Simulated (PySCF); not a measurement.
# SiN2H6O (SMILES N[SiH](N)O) at 5 levels

We compute a comparison of 5 runs (HF/STO-3G, TPSSh/cc-pVDZ, CAM-B3LYP/aug-cc-pVDZ, BLYP/def2-TZVP, CCSD(T)/6-31G*) of SiN2H6O. Input form: a Python script.

The results are computed with PySCF 2.14.0.

## (1) The structure to begin with

The species is SiN2H6O (10 atoms), meant as a singlet with charge 0. As SMILES, `N[SiH](N)O`. Geometry: relaxed at PBE0-D4/def2-TZVP. This is one conformer, not always the lowest.

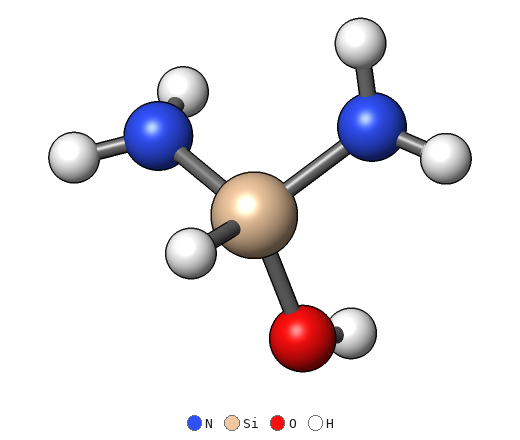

The structure, seen from a chosen angle (nitrogen blue, silicon light orange, oxygen red, hydrogen white).

## (2) Energy and gradient at HF/STO-3G (run 1)

Input file run.py:

```python
import pyscf.grad
from pyscf import gto

molecule = gto.M(
    atom=[
    ('N', (-0.775500, 1.215500, -0.137800)),
    ('Si', (0.492300, 0.085700, 0.087100)),
    ('N', (-0.248600, -1.249800, 0.847400)),
    ('O', (1.206700, -0.118300, -1.384200)),
    ('H', (-0.620700, 2.036300, -0.700200)),
    ('H', (-1.413200, 1.405300, 0.618200)),
    ('H', (1.642700, 0.459500, 0.944000)),
    ('H', (-1.123500, -1.625000, 0.519700)),
    ('H', (0.302300, -1.942900, 1.325300)),
    ('H', (0.620800, -0.317400, -2.116600)),
],
    basis='sto-3g',
    charge=0,
    max_memory=1860,
    verbose=4,
)

myscf = molecule.RHF()
myscf.conv_tol = 1e-10
myscf.kernel()
if not myscf.converged:
    myscf = myscf.newton().run(myscf.mo_coeff, myscf.mo_occ)

energy = myscf.e_tot
print('E(%s) = %.9f' % ('HF', energy))
grad = myscf.Gradients().kernel()
myscf.analyze()
```

Command:

```sh
$ OMP_NUM_THREADS=1 python run.py
```

Output:

```text
PySCF version 2.14.0

[... 76 lines left out ...]
Total Energy =                        -470.458413238252149
[... 4 lines left out ...]
DFT Exchange-Correlation Energy =      -44.560415156170563
[... 6 lines left out ...]
MO #5   energy= -6.01532814707114  occ= 2
[... 4 lines left out ...]
MO #10  energy= -1.06433328434475  occ= 2
[... 4 lines left out ...]
MO #15  energy= -0.542225285767809 occ= 2
[... 4 lines left out ...]
MO #20  energy= -0.30924879020033  occ= 2
[... 4 lines left out ...]
MO #25  energy= 0.574628373685094  occ= 0
[... 4 lines left out ...]
MO #30  energy= 0.83706395217251   occ= 0
[... 43 lines left out ...]
Dipole moment(X, Y, Z, Debye): -0.97374, -0.11564,  0.10165
```

Wall time 1.3 s (1 thread of Arm Neoverse V2, shared host); peak memory 0.12 GiB.

## (3) Energy and gradient at TPSSh/cc-pVDZ (run 2)

Input file job.py:

```python
# N[SiH](N)O
from pyscf import gto, dft

mol = gto.M(
    atom=[
    ('N', (-0.775500, 1.215500, -0.137800)),
    ('Si', (0.492300, 0.085700, 0.087100)),
    ('N', (-0.248600, -1.249800, 0.847400)),
    ('O', (1.206700, -0.118300, -1.384200)),
    ('H', (-0.620700, 2.036300, -0.700200)),
    ('H', (-1.413200, 1.405300, 0.618200)),
    ('H', (1.642700, 0.459500, 0.944000)),
    ('H', (-1.123500, -1.625000, 0.519700)),
    ('H', (0.302300, -1.942900, 1.325300)),
    ('H', (0.620800, -0.317400, -2.116600)),
],
    verbose=3,
    spin=0,
    basis='cc-pvdz',
    max_memory=1860,
    charge=0,
)

mf = dft.RKS(mol)
mf.xc = 'tpssh'
mf.conv_tol = 1e-10
mf.grids.level = 5
mf.kernel()
if not mf.converged:
    mf = mf.newton().run(mf.mo_coeff, mf.mo_occ)

etot = mf.e_tot
print('Final energy', etot)
grad = mf.nuc_grad_method().kernel()
mf.analyze()
```

Command:

```sh
$ OMP_NUM_THREADS=1 python job.py
```

Output:

```text
converged SCF energy = -477.943988977867
[... 11 lines left out ...]
MO #2   energy= -19.042700646327   occ= 2
[... 10 lines left out ...]
MO #13  energy= -0.471252616525929 occ= 2
[... 10 lines left out ...]
MO #24  energy= 0.0814284298849013 occ= 0
[... 10 lines left out ...]
MO #35  energy= 0.408706731749357  occ= 0
[... 10 lines left out ...]
MO #46  energy= 0.824830834759746  occ= 0
[... 10 lines left out ...]
MO #57  energy= 1.23334552033729   occ= 0
[... 10 lines left out ...]
MO #68  energy= 1.80071713421383   occ= 0
[... 10 lines left out ...]
MO #79  energy= 2.36633494841355   occ= 0
[... 10 lines left out ...]
MO #90  energy= 3.6772367298275    occ= 0
[... 11 lines left out ...]
Dipole moment(X, Y, Z, Debye): -2.05405, -0.34988, -0.23158
```

Wall time 55 s (1 thread of Arm Neoverse V2, shared host); peak memory 0.92 GiB.

Runs 3 to 4 aren't shown in full; the table further down has their settings and results.

## (4) A single-point energy at CCSD(T)/6-31G(d) (spherical functions) (run 5)

Input file calc.py:

```python
from pyscf import gto, scf, cc

mol = gto.M(
    atom=[
    ('N', (-0.775500, 1.215500, -0.137800)),
    ('Si', (0.492300, 0.085700, 0.087100)),
    ('N', (-0.248600, -1.249800, 0.847400)),
    ('O', (1.206700, -0.118300, -1.384200)),
    ('H', (-0.620700, 2.036300, -0.700200)),
    ('H', (-1.413200, 1.405300, 0.618200)),
    ('H', (1.642700, 0.459500, 0.944000)),
    ('H', (-1.123500, -1.625000, 0.519700)),
    ('H', (0.302300, -1.942900, 1.325300)),
    ('H', (0.620800, -0.317400, -2.116600)),
],
    charge=0,
    max_memory=1860,
    basis='6-31g*',
    verbose=4,
    spin=0,
)

myscf = scf.RHF(mol)
myscf.conv_tol = 1e-10
myscf.kernel()
if not myscf.converged:
    myscf = myscf.newton().run(myscf.mo_coeff, myscf.mo_occ)

mycc = cc.CCSD(myscf, frozen=8)
mycc.kernel()
e_t = mycc.ccsd_t()
e_tot = mycc.e_tot + e_t
print('E(%s) = %.9f' % ('CCSD(T)', e_tot))
myscf.analyze()
```

Command:

```sh
$ OMP_NUM_THREADS=1 python calc.py
```

Output:

```text
PySCF version 2.14.0

[... 64 lines left out ...]
converged SCF energy = -476.266802601781
[... 38 lines left out ...]
MO #2   energy= -20.5412178034574  occ= 2
[... 9 lines left out ...]
MO #12  energy= -0.737194189645773 occ= 2
[... 9 lines left out ...]
MO #22  energy= 0.200773202927609  occ= 0
[... 9 lines left out ...]
MO #32  energy= 0.515938470209138  occ= 0
[... 9 lines left out ...]
MO #42  energy= 1.13457906149048   occ= 0
[... 9 lines left out ...]
MO #52  energy= 1.40068742919585   occ= 0
[... 9 lines left out ...]
MO #62  energy= 2.15178034045499   occ= 0
[... 9 lines left out ...]
MO #72  energy= 3.00390609603152   occ= 0
[... 85 lines left out ...]
Dipole moment(X, Y, Z, Debye): -2.11400, -0.33325, -0.15733
```

It took 14 s on 1 thread of Arm Neoverse V2, shared host; peak memory 0.27 GiB.

## (5) The series

```csv
run,level,integration grid,task,energy (Eh),dipole moment (D) of the reference,HOMO energy (eV),LUMO energy (eV),wall time
1,HF/STO-3G,–,gradient,-470.458413,0.99,-8.29,13.51,1.3 s
2,TPSSh/cc-pVDZ,5,gradient,-477.943989,2.10,-6.19,1.37,55 s
3,CAM-B3LYP/aug-cc-pVDZ,5,gradient,-477.896189,1.84,-8.92,0.15,2.1 min
4,BLYP/def2-TZVP,5,gradient,-477.985210,1.97,-5.82,0.04,87 s
5,CCSD(T)/6-31G* (spherical functions),–,energy,-476.896430,2.15,-10.83,5.46,14 s
```

## (6) Outcome

```
                                          quantity          value
                               run 5: total energy  -476.89643 Eh
       run 5: dipole moment (Hartree–Fock density)         2.15 D
        run 5: HOMO energy (Hartree–Fock orbitals)      -10.83 eV
        run 5: LUMO energy (Hartree–Fock orbitals)        5.46 eV
      run 5: HOMO–LUMO gap (Hartree–Fock orbitals)       16.30 eV
run 5: correlation energy (8 core orbitals frozen)     -629.6 mEh
                             run 5: (T) correction     -11.57 mEh
                              run 5: T1 diagnostic          0.010
```

In words: Over runs 1, 2, 3, 4 the dipole moment (its size) runs from 0.99 D (HF/STO-3G) to 2.10 D (TPSSh/cc-pVDZ). The two ends differ in method and basis. Over runs 1, 2, 3, 4 the HOMO–LUMO gap runs from 5.85 eV (BLYP/def2-TZVP) to 21.80 eV (HF/STO-3G). Totals of different functionals can't be ranked against each other. In run 1 the basis is minimal, so the values are rough. All runs together took 4.7 min, the longest 2.1 min.
